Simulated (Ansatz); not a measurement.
**CH₄BrClSi: basis-set convergence**

Aim: see how fast density functionals converge with the basis set for CH₄BrClSi.

Program: Ansatz 0.2.0, Gaussian basis. Level of theory: one geometry, several basis sets. These are calculated values, not measurements.

Plan: PBE0-D4/def2-SVP; ωB97M-V/def2-SVP; PBE0-D4/def2-QZVPP; ωB97M-V/def2-QZVPP; the functionals' def2-TZVPP values are taken from earlier runs.

## 1. The geometry

An earlier PBE0-D4 in a triple-zeta def2 set relaxation fixed the geometry.

SMILES `C[SiH](Cl)Br`, 8 atoms, charge 0, spin multiplicity 1.

Atoms are counted from 1 here; the program's logs count them from 0.

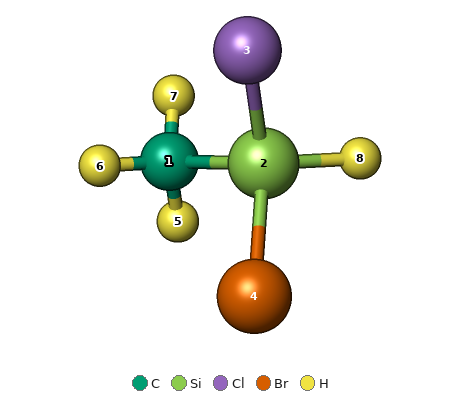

The structure; carbon teal, silicon green, chlorine purple, bromine orange, hydrogen yellow; atoms are numbered from 1 in the order of the file.

## 2. PBE0-D4 in def2-SVP

The input, in.yaml:

```yaml
crystal:
  periodic: [false, false, false]
  atoms:
    - {symbol: C, position_ang: [-0.267997, 0.986400, 0.127643]}
    - {symbol: Si, position_ang: [0.310109, -0.733185, -0.226724]}
    - {symbol: Cl, position_ang: [1.639129, -1.329819, 1.214605]}
    - {symbol: Br, position_ang: [-1.419281, -2.119499, -0.233769]}
    - {symbol: H, position_ang: [-0.974997, 1.309721, -0.639722]}
    - {symbol: H, position_ang: [-0.762764, 1.029072, 1.099653]}
    - {symbol: H, position_ang: [0.583095, 1.671679, 0.136400]}
    - {symbol: H, position_ang: [0.984805, -0.871372, -1.533984]}
basis:
  gaussian: {orbitals: def2-SVP}
hamiltonian: {xc: pbe0, dispersion: d4}
output: {orbitals: {seedname: orbitals}}
```

Started as:

```bash
ansatz run in.yaml --threads 4 --pin off --events-out ev --progress --plain --max-ram 10444MiB
```

Log:

```text
Functional definition: PBE0
  name "PBE0"
  cite "Adamo & Barone, J. Chem. Phys. 110, 6158 (1999) doi:10.1063/1.478522"
  cite "Perdew, Burke & Ernzerhof, Phys. Rev. Lett. 77, 3865 (1996) doi:10.1103/PhysRevLett.77.3865"
  parent pbe
  parameter a = 0.25
  parameter kappa = 0.804
  parameter beta = 0.06672455060314922
  exchange = (1 - a)*pbe_x(kappa = kappa, mu = beta*pi^2/3) + a*exact_x
  correlation = pbe_c(beta = beta)
981 factors; integrals over basis functions are off by at most 1.2e-3 eV
mean field evaluation 1: about -91515.5141 eV, gradient 4.0e1 eV
mean field evaluation 2: about -91514.4795 eV, gradient 4.2e1 eV
mean field evaluation 4: about -91519.3225 eV, gradient 1.2e0 eV
mean field evaluation 8: about -91519.3704 eV, gradient 2.8e-2 eV
mean field -91519.37037072 eV, -3363.2748270666 hartree, gradient 3.7e-5 eV, S^2 0.000000; 0 other end points of the search recorded, 0 dependent functions left out
reference -91519.37039551 eV, -3363.2748279778 hartree; 38, 38 occupied and 64, 64 virtual orbitals, 981 factors
Total energy: -91519.55614688 eV, -3363.2816542145 hartree
```

Run time: 0.9 s. Hardware: 4 threads of Intel Xeon Platinum 8488C, shared host.

## 3. ωB97M-V in def2-SVP

Edit in.yaml of step 2 so:

```diff
@@ -13,3 +13,3 @@
   gaussian: {orbitals: def2-SVP}
-hamiltonian: {xc: pbe0, dispersion: d4}
+hamiltonian: {xc: {name: wB97M-V}}
 output: {orbitals: {seedname: orbitals}}
```

Same command.

Log (excerpt; [...] marks lines left out):

```text
Functional definition: wB97M-V
  name "wB97M-V"
  cite "Mardirossian & Head-Gordon, J. Chem. Phys. 144, 214110 (2016) doi:10.1063/1.4952647"
  cite "Becke, J. Chem. Phys. 107, 8554 (1997) doi:10.1063/1.475007"
  cite "Vydrov & Van Voorhis, J. Chem. Phys. 133, 244103 (2010) doi:10.1063/1.3521275"
  # Of w^i u^j: cxij and so on, Table III.
[...]
  gx(w, u) = 1 - cx + cx01*u + cx10*w
  gss(w, u) = css00 + css04*u^4 + css10*w + css20*w^2 + css43*w^4*u^3
  gos(w, u) = cos00 + cos10*w + (cos20 + cos21*u)*w^2 + (cos60 + cos61*u)*w^6
[...]
      + integral(e_c_pw_mod_opposite_spin*gos(b97_w_opposite, b97_u_opposite)) + vv10(b, c)
981 factors; integrals over basis functions are off by at most 1.2e-3 eV
263 factors; integrals over basis functions are off by at most 7.2e-6 eV
[...]
mean field -91530.48680018 eV, -3363.6833483144 hartree, gradient 3.6e-5 eV, S^2 0.000000; 0 other end points of the search recorded, 0 dependent functions left out
reference -91530.48683574 eV, -3363.6833496213 hartree; 38, 38 occupied and 64, 64 virtual orbitals, 981 factors
Total energy: -91530.48683574 eV, -3363.6833496213 hartree
```

Wall time 3.2 s (4 threads of Intel Xeon Platinum 8488C, shared host).

## 4. PBE0-D4 in def2-QZVPP

Edit in.yaml of step 3 so:

```diff
@@ -12,4 +12,4 @@
 basis:
-  gaussian: {orbitals: def2-SVP}
-hamiltonian: {xc: {name: wB97M-V}}
+  gaussian: {orbitals: "def2-QZVPP.json"}
+hamiltonian: {xc: pbe0, dispersion: d4}
 output: {orbitals: {seedname: orbitals}}
```

Launched as before.

Log:

```text
Functional definition: PBE0
  name "PBE0"
  cite "Adamo & Barone, J. Chem. Phys. 110, 6158 (1999) doi:10.1063/1.478522"
  cite "Perdew, Burke & Ernzerhof, Phys. Rev. Lett. 77, 3865 (1996) doi:10.1103/PhysRevLett.77.3865"
  parent pbe
  parameter a = 0.25
  parameter kappa = 0.804
  parameter beta = 0.06672455060314922
  exchange = (1 - a)*pbe_x(kappa = kappa, mu = beta*pi^2/3) + a*exact_x
  correlation = pbe_c(beta = beta)
1721 factors; their error is unknown
mean field evaluation 1: about -91532.5184 eV, gradient 5.1e1 eV
mean field evaluation 2: about -91530.2441 eV, gradient 5.5e1 eV
mean field evaluation 4: about -91538.2121 eV, gradient 3.1e0 eV
mean field evaluation 8: about -91538.2304 eV, gradient 3.2e-2 eV
mean field evaluation 16: about -91538.4282 eV, gradient 5.8e-5 eV
mean field -91538.42817788 eV, -3363.9751885619 hartree, gradient 5.8e-5 eV, S^2 0.000000; 0 other end points of the search recorded, 0 dependent functions left out
reference -91538.42821245 eV, -3363.9751898325 hartree; 38, 38 occupied and 368, 368 virtual orbitals, 1721 factors
Total energy: -91538.61396382 eV, -3363.9820160692 hartree
```

Run time: 7 s. Hardware: 4 threads of Intel Xeon Platinum 8488C, shared host; peak memory 1.6 GiB.

## 5. ωB97M-V in def2-QZVPP

Edit in.yaml of step 4 so:

```diff
@@ -13,3 +13,3 @@
   gaussian: {orbitals: "def2-QZVPP.json"}
-hamiltonian: {xc: pbe0, dispersion: d4}
+hamiltonian: {xc: {name: wB97M-V}}
 output: {orbitals: {seedname: orbitals}}
```

Same command.

Log (excerpt; [...] marks lines left out):

```text
Functional definition: wB97M-V
  name "wB97M-V"
  cite "Mardirossian & Head-Gordon, J. Chem. Phys. 144, 214110 (2016) doi:10.1063/1.4952647"
  cite "Becke, J. Chem. Phys. 107, 8554 (1997) doi:10.1063/1.475007"
  cite "Vydrov & Van Voorhis, J. Chem. Phys. 133, 244103 (2010) doi:10.1063/1.3521275"
  # Of w^i u^j: cxij and so on, Table III.
[...]
  gx(w, u) = 1 - cx + cx01*u + cx10*w
  gss(w, u) = css00 + css04*u^4 + css10*w + css20*w^2 + css43*w^4*u^3
  gos(w, u) = cos00 + cos10*w + (cos20 + cos21*u)*w^2 + (cos60 + cos61*u)*w^6
[...]
      + integral(e_c_pw_mod_opposite_spin*gos(b97_w_opposite, b97_u_opposite)) + vv10(b, c)
1654 factors; their error is unknown
301 factors; integrals over basis functions are off by at most 2.8e-5 eV
[...]
mean field -91549.46675062 eV, -3364.3808486278 hartree, gradient 1.8e-5 eV, S^2 0.000000; 0 other end points of the search recorded, 0 dependent functions left out
reference -91549.46680505 eV, -3364.3808506283 hartree; 38, 38 occupied and 368, 368 virtual orbitals, 1654 factors
Total energy: -91549.46680505 eV, -3364.3808506283 hartree
```

Wall time 14 s (4 threads of Intel Xeon Platinum 8488C, shared host); peak memory 1.9 GiB.

## 6. Functionals by basis

The def2-TZVPP values come from earlier runs at the same geometry.

```csv
functional,basis,functions,energy (eV),from the largest (eV),HOMO (eV),LUMO (eV)
PBE0-D4,def2-SVP,102,-91519.5561,19.058,-8.39,0.43
PBE0-D4,def2-TZVPP,219,-91536.4801,2.134,-8.49,0.11
PBE0-D4,def2-QZVPP,406,-91538.6140,0.000,-8.51,-0.02
ωB97M-V,def2-SVP,102,-91530.4868,18.980,-10.57,2.49
ωB97M-V,def2-TZVPP,219,-91547.4217,2.045,-10.70,2.04
ωB97M-V,def2-QZVPP,406,-91549.4668,0.000,-10.73,1.67
```

## 7. Results

| quantity | value |
| --- | --- |
| PBE0-D4: double and triple zeta above quadruple | 19.06, 2.13 eV |
| ωB97M-V: double and triple zeta above quadruple | 18.98, 2.05 eV |

In words: PBE0-D4 gains 16.92 eV from double to triple zeta, then 2.13 eV more. These are total energies; as a rule much of such shifts cancels in differences, which this series doesn't test. The LUMO of ωB97M-V is positive and keeps falling with the basis (2.49 to 1.67 eV): an unbound level that the basis holds in place.

For PBE0-D4 the largest set took about 8 times as long as the smallest (7 s against 0.9 s).
